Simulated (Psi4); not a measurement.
**COF2 (carbonyl fluoride) at B3LYP/cc-pwCVTZ (density fitting, sweep point 5)**

What is the vertical electron affinity of COF2 (carbonyl fluoride) at B3LYP/cc-pwCVTZ (density fitting, sweep point 5)? 

Program for the calculation: Psi4 1.11.

## 1. Starting point

COF2: 4 atoms, total charge 0, spin state singlet. SMILES: `O=C(F)F`. Geometry: relaxed at GFN2-xTB.

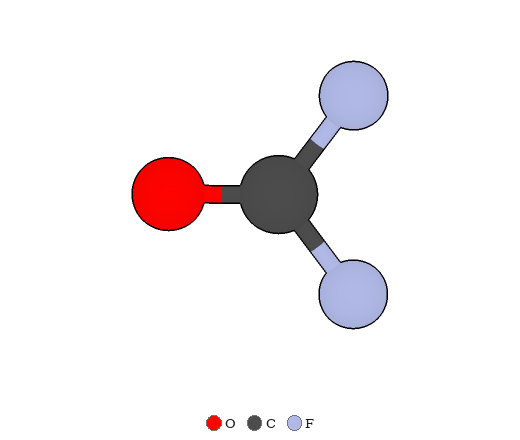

The structure, seen from a chosen angle (oxygen red, carbon dark grey, fluorine light blue).

## 2. The energy at B3LYP/cc-pwCVTZ (density fitting, sweep point 5)

The input, calc.in:

```
memory 1600 MB

molecule molecule1 {
  0 1
  O     -1.243810    -0.157330     0.153910
  C     -0.102510    -0.013170     0.012900
  F      0.851050    -0.823360     0.422470
  F      0.495270     0.993860    -0.589280
  symmetry c1
}

set puream true
set scf_type df
set dft_radial_points 99
set dft_spherical_points 590

energy("b3lyp/cc-pwCVTZ")
```

Run with:

```bash
$ psi4 calc.in calc.out -n 1
```

calc.out:

```text
[...]
  Running in c1 symmetry.
[...]
  Nuclear repulsion =  120.047493605645485
[...]
  Multiplicity = 1
[...]
  Nalpha       = 16
  Nbeta        = 16
[...]
    Number of basis functions: 172
[...]
   @DF-RKS iter   1:  -312.98282949363636   -1.12785e-01   4.23318e-03 ADIIS/DIIS
[...]
   @DF-RKS iter   8:  -313.14532001497696   -3.35561e-08   2.33991e-07 DIIS
[...]
    Orbital Energies [Eh]
    ---------------------
    Doubly Occupied:
       1A    -24.758407     2A    -24.758197     3A    -19.182305
       4A    -10.437963     5A     -1.345462     6A     -1.272261
       7A     -1.131959     8A     -0.702693     9A     -0.633627
      10A     -0.587517    11A     -0.557107    12A     -0.489005
      13A     -0.488134    14A     -0.467468    15A     -0.416288
      16A     -0.371865
[...]
  @DF-RKS Final Energy:  -313.14532001497696
   => Energetics <=
    Nuclear Repulsion Energy =            120.0474936056454851
    One-Electron Energy =                -670.9126748145181409
    Two-Electron Energy =                 265.9735825270763598
    DFT Exchange-Correlation Energy =     -28.2537213331807173
    Empirical Dispersion Energy =           0.0000000000000000
    VV10 Nonlocal Energy =                  0.0000000000000000
    Total Energy =                       -313.1453200149769600
[...]
 Multipole Moments:
 ------------------------------------------------------------------------------------
     Multipole            Electronic (a.u.)      Nuclear  (a.u.)        Total (a.u.)
 ------------------------------------------------------------------------------------
 L = 1.  Multiply by 2.5417464519 to convert [e a0] to [Debye]
 Dipole X            :          1.5301236           -1.1490408            0.3810827
 Dipole Y            :          0.1929256           -0.1454939            0.0474316
 Dipole Z            :         -0.1889255            0.1423434           -0.0465821
 Magnitude           :                                                    0.3868381
[...]
```

It took 7.2 s on 1 thread of Intel Xeon 6975P-C (Granite Rapids), shared host; peak memory 1 GiB.

## 3. The doublet anion

The input, cf2o.in:

```
memory 1.6 GB

molecule {
  -1 2
  O     -1.243810    -0.157330     0.153910
  C     -0.102510    -0.013170     0.012900
  F      0.851050    -0.823360     0.422470
  F      0.495270     0.993860    -0.589280
  symmetry c1
}

set basis cc-pwCVTZ
set reference uks
set puream true
set scf_type df
set dft_radial_points 99
set dft_spherical_points 590
set maxiter 150

e, wfn = energy("b3lyp", return_wfn=True)
```

Run with:

```bash
$ psi4 -n 1 cf2o.in cf2o.out
```

cf2o.out:

```text
[...]
  Running in c1 symmetry.
[...]
  Nuclear repulsion =  120.047493605645485
[...]
  Multiplicity = 2
[...]
  Nalpha       = 17
  Nbeta        = 16
[...]
    Number of basis functions: 172
[...]
   @DF-UKS iter   1:  -312.79126107033881    7.87835e-02   5.04957e-03 DIIS/ADIIS
[...]
   @DF-UKS iter   9:  -313.04899562961441   -1.06993e-07   5.60830e-07 DIIS
[...]
   @S^2 Observed:                7.536177463E-01
[...]
    Orbital Energies [Eh]
    ---------------------
    Alpha Occupied:
       1A    -24.436592     2A    -24.436446     3A    -18.805522
       4A    -10.012511     5A     -1.025874     6A     -0.958995
       7A     -0.776366     8A     -0.393017     9A     -0.318011
      10A     -0.280812    11A     -0.242285    12A     -0.193518
      13A     -0.165618    14A     -0.165543    15A     -0.102697
      16A     -0.039827    17A      0.215240
    Alpha Virtual:
      18A      0.326133    19A      0.453439    20A      0.459744
      21A      0.495650    22A      0.556593    23A      0.604576
      24A      0.754430    25A      0.807796    26A      0.849469
[...]
  @DF-UKS Final Energy:  -313.04899562961441
   => Energetics <=
    Nuclear Repulsion Energy =            120.0474936056454851
    One-Electron Energy =                -681.3642207278211345
    Two-Electron Energy =                 276.8746230709184033
    DFT Exchange-Correlation Energy =     -28.6068915783571676
    Empirical Dispersion Energy =           0.0000000000000000
    VV10 Nonlocal Energy =                  0.0000000000000000
    Total Energy =                       -313.0489956296144101
[...]
 Multipole Moments:
 ------------------------------------------------------------------------------------
     Multipole            Electronic (a.u.)      Nuclear  (a.u.)        Total (a.u.)
 ------------------------------------------------------------------------------------
 L = 1.  Multiply by 2.5417464519 to convert [e a0] to [Debye]
 Dipole X            :          2.1244757           -1.1490408            0.9754349
 Dipole Y            :          0.2679299           -0.1454939            0.1224360
 Dipole Z            :         -0.2633602            0.1423434           -0.1210169
 Magnitude           :                                                    0.9905094
[...]
```

It took 11 s on 1 thread of Intel Xeon 6975P-C (Granite Rapids), shared host; peak memory 1 GiB.

## 4. Results

Level: B3LYP/cc-pwCVTZ (density fitting, sweep point 5).

```
                                         quantity          value
                       singlet COF2: total energy  -313.14532 Eh
                      singlet COF2: dipole moment         0.98 D
                        singlet COF2: HOMO energy      -10.12 eV
                        singlet COF2: LUMO energy       -0.60 eV
                      singlet COF2: HOMO–LUMO gap        9.52 eV
                      doublet anion: total energy  -313.04900 Eh
doublet anion: HOMO energy (highest over α and β)        5.86 eV
 doublet anion: LUMO energy (lowest over α and β)        8.87 eV
                              doublet anion: ⟨S²⟩          0.754
vertical electron affinity (to the doublet anion)      -2.621 eV
```

What this shows: The anion lies 2.62 eV (253 kJ/mol) above the neutral: the electron isn't bound at this level, and such a value depends on the basis. Without diffuse functions anions come out too high. The HOMO (doublet anion) lies at positive energy, 5.86 eV; only total energies tell whether the electron is bound.
